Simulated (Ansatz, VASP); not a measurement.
**InSb: VASP beside Ansatz**

Aim: how closely do two programs agree when they are given the same cell, functional and k mesh? The cell is taken from a series of VASP runs on this material, whose earlier steps may have relaxed, scaled or displaced it; both programs get it as it stands. Valence electrons are named where the data sets of a main pair hold unlike numbers.

Main program and level: Ansatz 0.2.0; plane waves, with VASP 6.6.1 beside it; band structure at HSE06.

## (1) Set-up

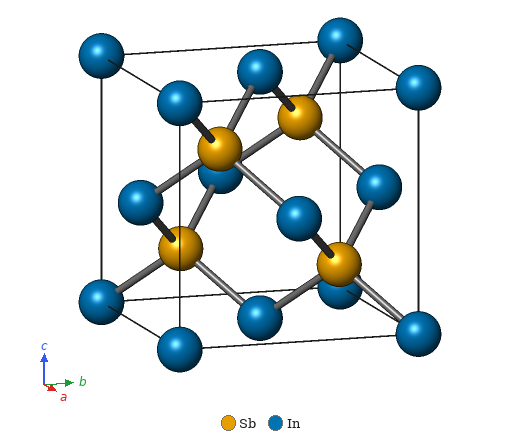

Start, viewed slightly off an axis; antimony orange, indium blue. This picture shows the conventional cell, with its axes. Bonds to atoms that aren't drawn are left out. Some periodic images of atoms are drawn too.

## (2) VASP: band structure, HSE06

The same path points are solved in both programs, so levels can be compared one by one.

Lines of VASP's logs that name or quote its potential files are left out, and so is its time.

The run reads the wave functions of an earlier VASP run, which isn't shown here.

INCAR reads:

```
SYSTEM = InSb
PREC = Accurate
ENCUT = 350
EDIFF = 1E-06
NELM = 100
ISMEAR = 0
SIGMA = 0.03
LREAL = .FALSE.
ALGO = Normal
LHFCALC = .TRUE.
AEXX = 0.25
GGA = PE
HFSCREEN = 0.2
LASPH = .TRUE.
NBANDS = 15
PRECFOCK = Fast
LORBIT = 11
LWAVE = .FALSE.
LCHARG = .FALSE.
KPAR = 4
```

POSCAR reads:

```
InSb
1.0
    0.0000000000      3.2391000000      3.2391000000
    3.2391000000      0.0000000000      3.2391000000
    3.2391000000      3.2391000000      0.0000000000
Sb In
1 1
Direct
    0.7500000000      0.7500000000      0.7500000000
    0.0000000000      0.0000000000      0.0000000000
```

KPOINTS reads:

```
Automatic mesh
0
Gamma
4 4 4
0 0 0
```

KPOINTS_OPT reads:

```
Line mode
10
Line-mode
Reciprocal
  0.00000000   0.00000000   0.00000000 GAMMA
  0.50000000   0.00000000   0.50000000 X

  0.50000000   0.00000000   0.50000000 X
  0.50000000   0.25000000   0.75000000 W

  0.50000000   0.25000000   0.75000000 W
  0.37500000   0.37500000   0.75000000 K

  0.37500000   0.37500000   0.75000000 K
  0.00000000   0.00000000   0.00000000 GAMMA

  0.00000000   0.00000000   0.00000000 GAMMA
  0.50000000   0.50000000   0.50000000 L

  0.50000000   0.50000000   0.50000000 L
  0.62500000   0.25000000   0.62500000 U

  0.62500000   0.25000000   0.62500000 U
  0.50000000   0.25000000   0.75000000 W

  0.50000000   0.25000000   0.75000000 W
  0.50000000   0.50000000   0.50000000 L

  0.50000000   0.50000000   0.50000000 L
  0.37500000   0.37500000   0.75000000 K

  0.62500000   0.25000000   0.62500000 U
  0.50000000   0.00000000   0.50000000 X
```

PAW data sets: Sb and In_d (PBE family, release 64).

Started as:

```sh
$ mpirun -np 4 vasp_std
```

Numbers of over 12 decimals in the logs are rounded to 6 here.

The log of the run:

```text
[banner, memory and clock lines left out]
running    4 mpi-ranks, on    1 nodes
 distrk:  each k-point on    1 cores,    4 groups
 distr:  one band on    1 cores,    1 groups

 POSCAR found type information on POSCAR SbIn
 POSCAR found :  2 types and       2 ions
 LDA part: xc-table for (Slater+PW92), standard interpolation
 found WAVECAR, reading the header
 POSCAR, INCAR and KPOINTS ok, starting setup
 FFT: planning ... GRIDC
 FFT: planning ... GRID_SOFT
 FFT: planning ... GRID
 reading WAVECAR
 the WAVECAR file was read successfully
 initial charge from wavefunction
 entering main loop
       N       E                     dE             d eps       ncg     rms          rms(c)
DAV:   1    -0.834712271028E+01   -0.83471E+01   -0.27259E+00   296   0.181E+01    0.186E+01
DAV:   2    -0.836551732869E+01   -0.18395E-01   -0.87225E-02   322   0.287E+00    0.127E+01
DAV:   3    -0.836196491724E+01    0.35524E-02   -0.94895E-03   356   0.137E+00    0.797E+00
DAV:   4    -0.836074808888E+01    0.12168E-02   -0.10205E-03   335   0.438E-01    0.479E+00
DAV:   5    -0.836041273545E+01    0.33535E-03   -0.30359E-04   298   0.186E-01    0.287E+00
DAV:   6    -0.836033164793E+01    0.81088E-04   -0.77222E-05   304   0.905E-02    0.171E+00
DAV:   7    -0.836030965271E+01    0.21995E-04   -0.15797E-05   275   0.450E-02    0.102E+00
DAV:   8    -0.836030664617E+01    0.30065E-05   -0.51067E-06   289   0.231E-02    0.603E-01
DAV:   9    -0.836030827200E+01   -0.16258E-05   -0.18727E-06   289   0.123E-02    0.356E-01
DAV:  10    -0.836031090156E+01   -0.26296E-05   -0.67342E-07   225   0.683E-03    0.211E-01
DAV:  11    -0.836031188261E+01   -0.98105E-06   -0.41959E-07   204   0.491E-03
   1 F= -.83603119E+01 E0= -.83603119E+01  d E =-.237095E-24
 Start KPOINTS_OPT (optional k-point list driver)
k-point batch [1-8\100]
       N       E                     dE             ncg
DAV:   1     0.176513984612E+03   -0.14712E+04      247
DAV:   2    -0.816412173095E+03   -0.99293E+03      247
DAV:   3    -0.885895191278E+03   -0.69483E+02      317
DAV:   4    -0.888379249328E+03   -0.24841E+01      289
DAV:   5    -0.888486749646E+03   -0.10750E+00      387
DAV:   6    -0.888489185062E+03   -0.24354E-02      332
DAV:   7    -0.888489237268E+03   -0.52206E-04      380
DAV:   8    -0.888489238120E+03   -0.85273E-06      276
[...]
k-point batch [97-100\100]
       N       E                     dE             ncg
DAV:   1     0.182065106837E+04   -0.17535E+04      120
DAV:   2     0.135114251044E+04   -0.46951E+03      120
DAV:   3     0.131892660103E+04   -0.32216E+02      148
DAV:   4     0.131800347145E+04   -0.92313E+00      178
DAV:   5     0.131797421488E+04   -0.29257E-01      185
DAV:   6     0.131797366832E+04   -0.54656E-03      192
DAV:   7     0.131797365011E+04   -0.18211E-04      192
DAV:   8     0.131797364989E+04   -0.22355E-06      144
```

Parts of OUTCAR (step 2):

```text
ion  position               nearest neighbor table
   1  0.750  0.750  0.750-   2 2.81   2 2.81   2 2.81   2 2.81
   2  0.000  0.000  0.000-   1 2.81   1 2.81   1 2.81   1 2.81

  LATTYP: Found a face centered cubic cell.
 ALAT       =     6.4782000000

 Subroutine GETGRP returns: Found 24 space group operations
 (whereof 24 operations were pure point group operations)

The static configuration has the point symmetry T_d .

 Found      8 irreducible k-points:

   k-points           NKPTS =      8   k-points in BZ     NKDIM =     64   number of bands    NBANDS=     15

   dimension x,y,z NGX =    28 NGY =   28 NGZ =   28
   dimension x,y,z NGXF=    56 NGYF=   56 NGZF=   56

   ENCUT  =  350.0 eV  25.72 Ry    5.07 a.u.   6.99  6.99  6.99*2*pi/ulx,y,z

   NELECT =      18.0000    total number of electrons

 k-points in reciprocal lattice and weights: Automatic mesh
   0.00000000  0.00000000  0.00000000       0.016
   0.25000000  0.00000000  0.00000000       0.125
   0.50000000  0.00000000  0.00000000       0.062
   0.25000000  0.25000000  0.00000000       0.094
   0.50000000  0.25000000  0.00000000       0.375
  -0.25000000  0.25000000  0.00000000       0.188
   0.50000000  0.50000000  0.00000000       0.047
  -0.25000000  0.50000000  0.25000000       0.094

  exchange ACFDT corr.  =         0.00000000  see jH, gK, PRB 81, 115126

 average (electrostatic) potential at core
       1 -83.2652       2 -90.0850

 E-fermi :   4.9241

 k-point     1 :       0.0000    0.0000    0.0000
  band No.  band energies     occupation
    ...
      5     -11.5887      2.00000
      6      -7.0065      2.00000
      7       4.7129      2.00000
      8       4.7129      2.00000
      9       4.7129      2.00000
     10       5.2942      0.00000
     11       8.3758      0.00000
     12       8.3758      0.00000
     13       8.3759      0.00000
     14      11.3301      0.00000
    ...

 k-point     2 :       0.2500    0.0000    0.0000
  band No.  band energies     occupation
    ...
      5     -11.5890      2.00000
      6      -6.4101      2.00000
      7       0.9160      2.00000
      8       4.0788      2.00000
      9       4.0788      2.00000
     10       6.2707      0.00000
     11       9.1569      0.00000
     12       9.1569      0.00000
     13      10.2872      0.00000
     14      12.4672      0.00000
    ...

 k-point     3 :       0.5000    0.0000    0.0000
  band No.  band energies     occupation
    ...
      5     -11.5876      2.00000
      6      -5.4838      2.00000
      7      -1.3662      2.00000
      8       3.6281      2.00000
      9       3.6281      2.00000
     10       5.9200      0.00000
     11       9.2573      0.00000
     12       9.2573      0.00000
     13      11.6281      0.00000
     14      14.0453      0.00000
    ...

  energy-cutoff  :      350.00
  volume of cell :       67.97
      direct lattice vectors                 reciprocal lattice vectors
     0.000000000  3.239100000  3.239100000    -0.154363867  0.154363867  0.154363867
     3.239100000  0.000000000  3.239100000     0.154363867 -0.154363867  0.154363867
     3.239100000  3.239100000  0.000000000     0.154363867  0.154363867 -0.154363867

 POSITION                                       TOTAL-FORCE (eV/Angst)
 -----------------------------------------------------------------------------------
      4.85865      4.85865      4.85865         0.000000      0.000000      0.000000
      0.00000      0.00000      0.00000        -0.000000     -0.000000     -0.000000
 -----------------------------------------------------------------------------------
    total drift:                                0.000058      0.000057      0.000036

  FREE ENERGIE OF THE ION-ELECTRON SYSTEM (eV)
  ---------------------------------------------------
  free  energy   TOTEN  =        -8.3603118826 eV

  energy  without entropy=       -8.3603118826  energy(sigma->0) =       -8.36031188

 total charge
# of ion       s       p       d       tot
------------------------------------------
    1        1.132   1.573   0.021   2.726
    2        0.864   0.739   9.880  11.483
--------------------------------------------------
tot          1.996   2.312   9.901  14.209

[... 3 further parts left out ...]
```

[end of part 1 of 2]

[Lines on the potential files, build, host, timing and source positions are cut from VASP's logs without a mark.]

[Logs are printed without paths, hosts, clocks, repeated set-up lines and the standing remarks that a program may print on its own settings, such as how far it seeks lower states.]

[Hosts, paths, dates, database ids (printed as entryN), source tags and the programs' standing remarks are cut or masked in the printed files.]
